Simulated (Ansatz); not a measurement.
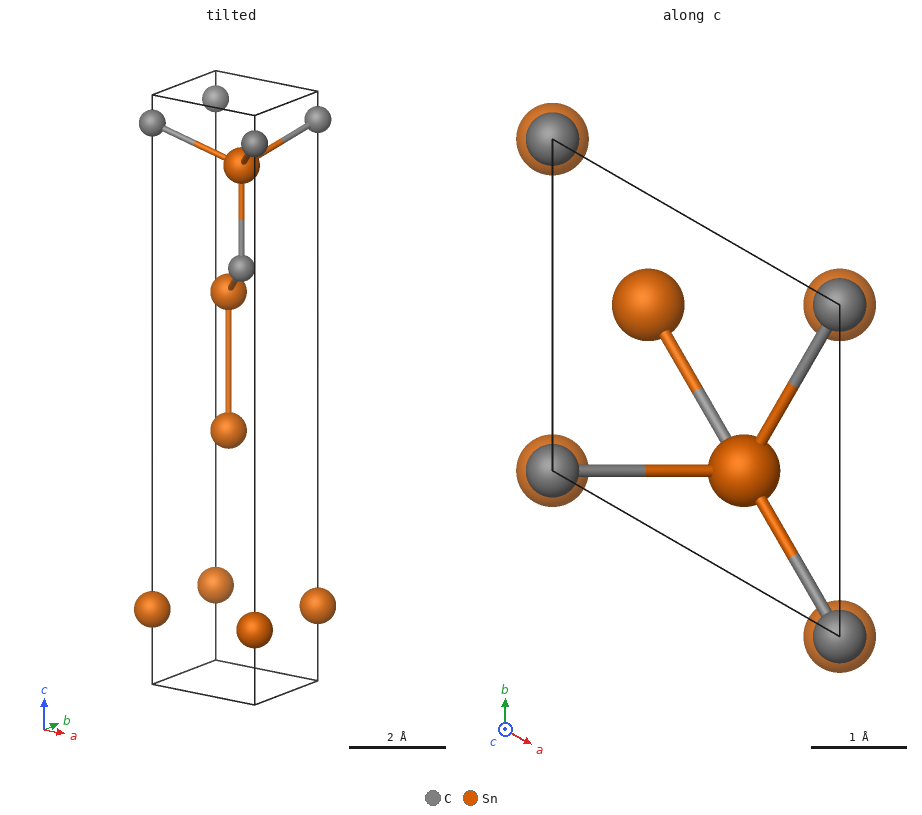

The figure gives a ball-and-stick picture of the atoms, viewed slightly off an axis and along the c axis. The frame is the conventional unit cell; atoms at its boundary are shown with their periodic copies.

Sn2C, space group P3m1 (No. 156), a = 3.491 Å, b = 3.491 Å, c = 12.466 Å, α = 90.00°, β = 90.00°, γ = 120.00°. Its origin is a structure type filled with these elements by a generator (whether the compound takes this form wasn't checked). Earlier steps of the study, as a rule a relaxation of our own, may have changed the cell and positions, so they can lie some per cent off the listed ones. Ansatz was used for an electronic-structure calculation on it.

This one geometry was computed with Ansatz (DFT, plane waves, PAW) at three levels of theory: r2SCAN, PBE with spin-orbit coupling and PBE. It was relaxed beforehand with r2SCAN.

Question: Which level gives the highest pressure at this volume, and what does that say about its equilibrium volume?

Answer: Highest: PBE with spin-orbit coupling (1.8 GPa) and PBE (1.9 GPa), which points to the largest equilibrium volume. Lowest, with the smallest volume: r2SCAN (0.0 GPa). Levels within 0.5 GPa of each other can't be told apart.

Question: How does the band gap change with the level of theory?

Answer: All levels give a metal.

Question: Collect the results in a table.

Answer:
| level | cutoff (eV) | k-mesh of the run's cell | gap (eV) | pressure (GPa) |
| --- | --- | --- | --- | --- |
| r2SCAN | 500 | 12×12×2 | metal | 0.0 |
| PBE with spin-orbit coupling | 420 | 12×12×2 | metal | 1.8 |
| PBE | 420 | 12×12×2 | metal | 1.9 |

Gaps are taken on the k-mesh or band path of each run.
